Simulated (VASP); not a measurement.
Band structure of Cd$_{4}$SSe$_{3}$ (ordered alloy cell). Method: PBE GGA, VASP's PBE PAW potentials (set 64) (plane waves; VASP).

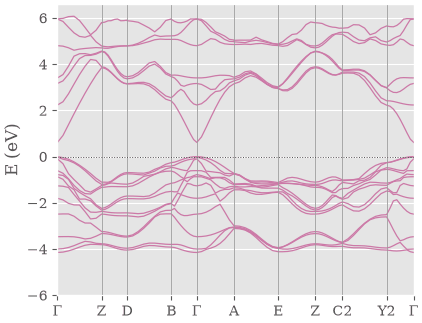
Fig. 1. Bands along high-symmetry lines, zero at the valence-band maximum or, without a gap, the Fermi level

Q: Read the plot: is there a gap, and where are the band edges?

A: The gap is direct, 0.61 eV, from the valence maximum at Γ to the conduction minimum at Γ. (Edges off the drawn lines would not show.)

The structure was generated: Cd4SSe3 was put into an ordered model structure (Pm), which need not be its known phase. It was relaxed first, which changed the volume by +5 %.
